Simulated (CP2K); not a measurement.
# BSiNH4S (SMILES S[SiH]1BN1): a first try and a second

Wanted: a single-point energy of BSiNH4S, PM3.

Program for the calculation: CP2K 2026.2.

3 further runs of the same task are left out: 1 that didn't finish, 2 set aside as unsound or not needed.

## Step 1: The molecule

BSiNH4S: 8 atoms, total charge 0, spin state singlet. SMILES: `S[SiH]1BN1`. The shape is that of a PBE0-D4/def2-TZVP optimisation. This is one conformer, not always the lowest.

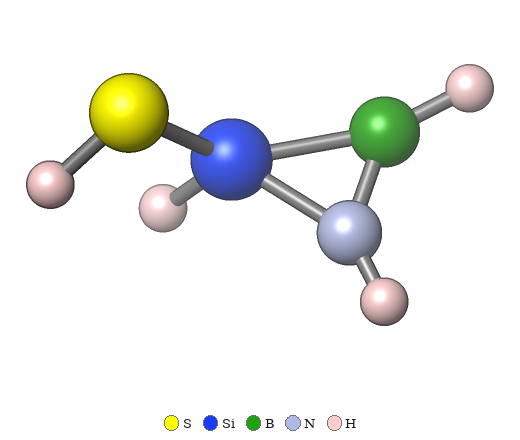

Viewed from a chosen angle; sulfur yellow, silicon blue, boron green, nitrogen light blue, hydrogen pink.

## Step 2: Try one

Input file molecule.xyz:

```xyz
8

S     -2.198700    -0.554700    -0.360400
Si    -0.326600    -0.039100     0.515400
B      1.350500    -0.825500     0.014200
N      0.999600     0.392100    -0.541100
H     -2.816800     0.582000     0.001900
H      2.314800    -1.577600    -0.080200
H      2.264800    -1.577600    -0.080200
H      1.398200     1.033600    -1.211500
```

Input file molecule.inp:

```
&GLOBAL
   PROJECT_NAME molecule
   RUN_TYPE ENERGY
   PRINT_LEVEL MEDIUM
&END

&FORCE_EVAL
   METHOD QS
   &DFT
      # Quickstep
      &QS
         METHOD PM3
         EPS_DEFAULT 1.0E-10
         &SE
            &COULOMB
               CUTOFF [angstrom] 50
               RC_RANGE [angstrom] 0
            &END
            &EXCHANGE
               CUTOFF [angstrom] 50
               RC_RANGE [angstrom] 0
            &END
         &END
      &END
      &POISSON
         PERIODIC NONE
         POISSON_SOLVER ANALYTIC
      &END
      &SCF
         SCF_GUESS ATOMIC
         EPS_SCF 1.0E-06
         MAX_SCF 88
         ADDED_MOS 2
         &DIAGONALIZATION
            ALGORITHM STANDARD
         &END
         &MIXING
            METHOD DIRECT_P_MIXING
            ALPHA 0.4
         &END
      &END
      # extra output
      &PRINT
         &MOMENTS
            PERIODIC F
            REFERENCE COM
            MAX_MOMENT 1
         &END
         &MO ON
            ENERGIES T
            OCCUPATION_NUMBERS T
            NDIGITS 6
            &EACH
               QS_SCF 0
            &END
            ADD_LAST NUMERIC
         &END
         &HIRSHFELD OFF
         &END
      &END
   &END
   # structure
   &SUBSYS
      &CELL
         ABC 21.1 18.6 17.7
         PERIODIC NONE
      &END
      &TOPOLOGY
         COORD_FILE_NAME molecule.xyz
         COORD_FILE_FORMAT XYZ
         &CENTER_COORDINATES
         &END
      &END
   &END
&END
```

Launch:

```sh
$ OMP_NUM_THREADS=1 cp2k.psmp molecule.inp > molecule.out
```

Standard output:

```text
CP2K| version string:                                       CP2K version 2026.2
[...]
 GLOBAL| Method name                                                        CP2K
[...]
 GLOBAL| Run type                                                         ENERGY
[...]
                             - Atoms:                                          8
[...]
                             - Spherical basis functions:                     20
[...]
 *** WARNING in particle_methods.F:720 :: The distance between the atoms 6 ***
 *** and 7 is only 0.050 angstrom and thus smaller than the threshold of   ***
 *** 0.500 angstrom                                                        ***
[...]
 Number of electrons:                                                         22
[...]
     1 P_Mix/Diag. 0.40E+00    0.0     0.84100070       -14.6468015540 -1.46E+01
[...]
    35 DIIS/Diag.  0.14E-06    0.0     0.00000091       -19.0935667733 -6.39E-13
  *** SCF run converged in    35 steps ***
  Core-core repulsion energy [eV]:                           1021.53598737310324
  Core Hamiltonian energy [eV]:                              -823.67208029300673
  Two-electron integral energy [eV]:                        -1434.85256347676614
  Electronic energy [eV]:                                   -1541.09836203138980
  Total energy [eV]:                                         -519.56237465828656
  Atomic reference energy [eV]:                               540.66053456963380
  Heat of formation [kcal/mol]:                               486.53516434876610
[...]
 SE_DIPOLE| Moment [Debye]         -5.03143611      -0.89148729       2.49564010
 SE_DIPOLE| Derivative [a.u.]       0.00000000       0.00000000       0.00000000
 ENERGY| Total FORCE_EVAL ( QS ) energy [hartree]            -19.093566773271750
[...]
```

It took 0.86 s on 1 thread of Intel Xeon 6975P-C (Granite Rapids), shared host; peak memory 0.19 GiB.

## Step 3: What went wrong

The program ended normally, but the settings are unsound, so its numbers aren't properties of the molecule.

What is wrong: two atoms lie on top of or far too near each other. As the program read them, the closest atoms are 0.05 Å apart, against 1.01 Å in the sound input.

## Step 4: The mended input

molecule.xyz, as its differences from that of step 2:

```diff
@@ -7,3 +7,3 @@
 H     -2.816800     0.582000     0.001900
-H      2.314800    -1.577600    -0.080200
+H     -0.578800     0.932200     1.605800
 H      2.264800    -1.577600    -0.080200
```

Input file calc.inp:

```
&GLOBAL
  PROJECT calc
  RUN_TYPE ENERGY
  PRINT_LEVEL MEDIUM
&END GLOBAL

&FORCE_EVAL
  METHOD QUICKSTEP
  &DFT
    ! Quickstep
    &QS
      METHOD PM3
      EPS_DEFAULT 1.0E-10
      &SE
        &COULOMB
          CUTOFF [angstrom] 50
          RC_RANGE [angstrom] 0
        &END COULOMB
        &EXCHANGE
          CUTOFF [angstrom] 50
          RC_RANGE [angstrom] 0
        &END EXCHANGE
      &END SE
    &END QS
    ! no periodic images
    &POISSON
      PERIODIC NONE
      POISSON_SOLVER ANALYTIC
    &END POISSON
    &SCF
      SCF_GUESS ATOMIC
      EPS_SCF 1.0E-06
      MAX_SCF 150
      ADDED_MOS 2
      &DIAGONALIZATION
        ALGORITHM STANDARD
      &END DIAGONALIZATION
      &MIXING
        METHOD DIRECT_P_MIXING
        ALPHA 0.4
      &END MIXING
    &END SCF
    &PRINT
      &MOMENTS
        PERIODIC F
        REFERENCE COM
        MAX_MOMENT 1
      &END MOMENTS
      &MO ON
        ENERGIES T
        OCCUPATION_NUMBERS T
        NDIGITS 6
        &EACH
          QS_SCF 0
        &END EACH
        ADD_LAST NUMERIC
      &END MO
      &HIRSHFELD OFF
      &END HIRSHFELD
    &END PRINT
  &END DFT
  &SUBSYS
    ! vacuum box
    &CELL
      ABC 21.1 18.6 18.8
      PERIODIC NONE
    &END CELL
    &TOPOLOGY
      COORD_FILE_NAME molecule.xyz
      COORD_FILE_FORMAT XYZ
      &CENTER_COORDINATES
      &END CENTER_COORDINATES
    &END TOPOLOGY
  &END SUBSYS
&END FORCE_EVAL
```

Launch:

```sh
$ OMP_NUM_THREADS=1 cp2k.psmp calc.inp > calc.out
```

Standard output:

```text
CP2K| version string:                                       CP2K version 2026.2
[...]
 GLOBAL| Method name                                                        CP2K
[...]
 GLOBAL| Run type                                                         ENERGY
[...]
                             - Atoms:                                          8
[...]
                             - Spherical basis functions:                     20
[...]
 Number of electrons:                                                         22
[...]
     1 P_Mix/Diag. 0.40E+00    0.0     0.78368538       -15.5884829784 -1.56E+01
[...]
    23 DIIS/Diag.  0.15E-06    0.0     0.00000061       -19.8609567685 -1.71E-12
  *** SCF run converged in    23 steps ***
  Core-core repulsion energy [eV]:                            989.48757868119822
  Core Hamiltonian energy [eV]:                              -819.67391690271711
  Two-electron integral energy [eV]:                        -1420.51556033148995
  Electronic energy [eV]:                                   -1529.93169706846197
  Total energy [eV]:                                         -540.44411838726387
  Atomic reference energy [eV]:                               540.66053456963380
  Heat of formation [kcal/mol]:                                 4.99067612054864
[...]
 SE_DIPOLE| Moment [Debye]         -0.86748244      -2.59939907      -0.14820322
 SE_DIPOLE| Derivative [a.u.]       0.00000000       0.00000000       0.00000000
 ENERGY| Total FORCE_EVAL ( QS ) energy [hartree]            -19.860956768541911
[...]
```

It took 0.86 s on 1 thread of Intel Xeon 6975P-C (Granite Rapids), shared host; peak memory 0.19 GiB.

## Step 5: Outcome

Level: PM3.

```
         quantity         value
     total energy  -19.86096 Eh
    dipole moment        2.74 D
      HOMO energy      -8.78 eV
      LUMO energy      -1.62 eV
    HOMO–LUMO gap       7.16 eV
heat of formation  5.0 kcal/mol
```

**Reading.** The first attempt's energy was +20.882 eV off this one.
